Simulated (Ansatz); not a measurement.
# GeH2 (SMILES [GeH2]): CCSDT/STO-3G

What is the electronic atomisation energy of GeH2 at CCSDT/STO-3G? 

The results are computed with Ansatz 0.2.0.

41 further runs of the same task are left out: 7 that didn't finish, 34 set aside as unsound or not needed.

## 1. The structure to begin with

GeH2 has 3 atoms, charge 0, and is taken as a singlet. As SMILES, `[GeH2]`. The coordinates come from a PBE0-D4/def2-TZVP relaxation.

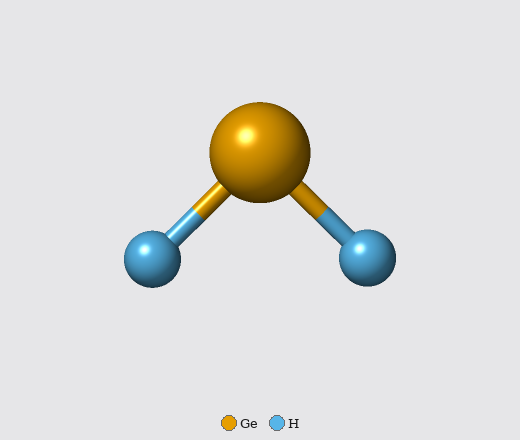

Viewed from a chosen angle; germanium amber, hydrogen blue.

## 2. The energy at CCSDT/STO-3G

input.yaml reads:

```yaml
crystal:
  periodic: [false, false, false]
  atoms:
    - {symbol: Ge, position_ang: [-0.570100, 0.405100, -0.263700]}
    - {symbol: H, position_ang: [0.783000, 0.743600, 0.509000]}
    - {symbol: H, position_ang: [-0.212900, -1.148700, -0.245300]}
basis:
  gaussian:
    orbitals: STO-3G
total_charge: 0
correlation:
  method: ccsdt
  frozen_orbitals: {Ge: 9, H: 0}
accuracy: high
scf:
  omitted_lower_state_checks: [cluster_reference, increment]
```

Launch:

```
$ ansatz run input.yaml --threads 1 --pin off --max-ram 2610MiB --events-out events.jsonl --progress --plain --runs-dir runs
```

What it wrote:

```text
Warning: RAYON_NUM_THREADS=1 ignored (pool sized by the plan → 1); use --threads N
Functional definition: HF
  name "HF"
  exchange = exact_x
  correlation = 0
these checks for a lower state are left out or cut short: cluster_reference, increment
235 factors; integrals over basis functions are off by at most 1.3e-8 eV
mean field evaluation 1: about -55859.9166 eV, gradient 5.1e0 eV
mean field evaluation 2: about -55859.9265 eV, gradient 5.1e0 eV
mean field evaluation 4: about -55860.1038 eV, gradient 3.4e-1 eV
mean field evaluation 8: about -55860.1045 eV, gradient 1.4e-7 eV
mean field -55860.10452744 eV, -2052.8209780446 hartree, gradient 1.5e-8 eV, S^2 0.000000; 0 other end points of the search recorded, 0 dependent functions left out; unrestricted orbitals would lower it
9 core orbitals not correlated: weight in the atoms' cores, before any rotation towards them, 1.000 or more for the frozen orbitals, at most 0.000 for the correlated occupied ones
reference -55860.10452744 eV, -2052.8209780446 hartree; 8, 8 occupied and 3, 3 virtual orbitals, 235 factors
second order -0.90856687 eV of doubles, -0.00000000 eV of singles
cycle   1  -1.21870331 eV  change   -3.1e-1 eV  update   5.8e-2
cycle   2  -1.43504481 eV  change   -2.2e-1 eV  update   2.7e-2
cycle   3  -1.43888280 eV  change   -3.8e-3 eV  update   5.6e-3
cycle   4  -1.43959133 eV  change   -7.1e-4 eV  update   2.8e-3
cycle   5  -1.43954309 eV  change    4.8e-5 eV  update   1.2e-3
cycle   6  -1.43929994 eV  change    2.4e-4 eV  update   7.2e-4
cycle   7  -1.43924322 eV  change    5.7e-5 eV  update   2.9e-4
cycle   8  -1.43929936 eV  change   -5.6e-5 eV  update   7.2e-5
cycle   9  -1.43931444 eV  change   -1.5e-5 eV  update   3.8e-5
cycle  10  -1.43930212 eV  change    1.2e-5 eV  update   9.9e-6
cycle  11  -1.43929883 eV  change    3.3e-6 eV  update   4.8e-6
cycle  12  -1.43930041 eV  change   -1.6e-6 eV  update   3.7e-6
cycle  13  -1.43930220 eV  change   -1.8e-6 eV  update   2.4e-6
cycle  14  -1.43930269 eV  change   -4.9e-7 eV  update   3.3e-7
cycle  15  -1.43930263 eV  change    6.3e-8 eV  update   1.8e-7
cycle  16  -1.43930256 eV  change    6.1e-8 eV  update   6.8e-8
cycle  17  -1.43930260 eV  change   -3.6e-8 eV  update   4.3e-8
cycle  18  -1.43930255 eV  change    4.7e-8 eV  update   2.3e-8
cycle  19  -1.43930254 eV  change    1.8e-8 eV  update   1.2e-8
cycle  20  -1.43930258 eV  change   -4.4e-8 eV  update   4.1e-8
cycle  21  -1.43930261 eV  change   -2.5e-8 eV  update   1.9e-8
cycle  22  -1.43930260 eV  change    1.9e-9 eV  update   8.1e-9
cycle  23  -1.43930260 eV  change    5.2e-9 eV  update   3.8e-9
cycle  24  -1.43930260 eV  change    1.2e-9 eV  update   2.0e-9
cycle  25  -1.43930260 eV  change  -5.7e-10 eV  update  7.4e-10
cycle  26  -1.43930260 eV  change   -1.0e-9 eV  update  6.3e-10
Total energy: -55861.54383004 eV, -2052.8738714395 hartree
Checks for a lower state left out: cluster_reference, increment
```

Run time: 0.46 s. Hardware: 1 thread of AMD EPYC 7R43 (Zen 3), shared host.

## 3. The Ge atom at the same level

in.yaml reads:

```yaml
crystal:
  periodic: [false, false, false]
  atoms:
    - {symbol: Ge, position_ang: [0.000000, 0.000000, 0.000000]}
basis:
  gaussian:
    orbitals: STO-3G
magnetization:
  spin_polarized: true
  initial_magnetization: 2
scf:
  omitted_lower_state_checks: [cluster_reference, increment]
accuracy: high
correlation:
  method: ccsdt
  frozen_orbitals: {Ge: 9}
```

Run the same way, it converges to -2051.64970 Eh (log not shown).

## 4. The H atom: the energy at UHF/STO-3G

job.yaml reads:

```yaml
basis:
  gaussian: {orbitals: STO-3G}
crystal:
  periodic: [false, false, false]
  atoms:
    - {symbol: H, position_ang: [0.000000, 0.000000, 0.000000]}
magnetization: {spin_polarized: true, initial_magnetization: 1}
hamiltonian: {xc: hf}
accuracy: high
```

Launch:

```
$ ansatz run job.yaml --threads 1 --pin off --max-ram 2610MiB --events-out events.jsonl --progress --plain --runs-dir runs
```

What it wrote:

```text
Warning: RAYON_NUM_THREADS=1 ignored (pool sized by the plan → 1); use --threads N
[... 4 set-up lines as earlier in the session ...]
1 factors; integrals over basis functions are off by at most 4.6e-10 eV
mean field evaluation 1: about -12.6963 eV, gradient 0.0e0 eV
mean field evaluation 2: about -12.6963 eV, gradient 0.0e0 eV
mean field -12.69633895 eV, -0.4665818504 hartree, gradient 0.0e0 eV, S^2 0.750000; 0 other end points of the search recorded, 0 dependent functions left out
reference -12.69633895 eV, -0.4665818504 hartree; 1, 0 occupied and 0, 1 virtual orbitals, 1 factors
Total energy: -12.69633895 eV, -0.4665818504 hartree
```

Run time: 0.06 s. Hardware: 1 thread of AMD EPYC 7R43 (Zen 3), shared host.

## 5. What came out

At CCSDT/STO-3G, 9 core orbitals frozen:

| quantity | value |
| --- | --- |
| molecule: total energy | -2052.87387 Eh |
| molecule: correlation energy (9 core orbitals frozen) | -52.9 mEh |
| molecule: T1 diagnostic | 0.006 |
| Ge atom: total energy | -2051.64970 Eh |
| Ge atom: correlation energy (9 core orbitals frozen) | -13.4 mEh |
| Ge atom: ⟨S²⟩ of the reference determinant | 2.000 |
| Ge atom: T1 diagnostic | 0.000 |
| H atom: total energy | -0.46658 Eh |
| H atom: ⟨S²⟩ | 0.750 |
| electronic atomisation energy | 7.919 eV |

Taking the molecule apart into free atoms costs 7.92 eV (764 kJ/mol), before zero-point energy and without spin-orbit coupling. In a minimal basis such a difference can be off by several eV, whatever the method. The restricted solution (molecule) is unstable to spin breaking: an unrestricted one lies lower.
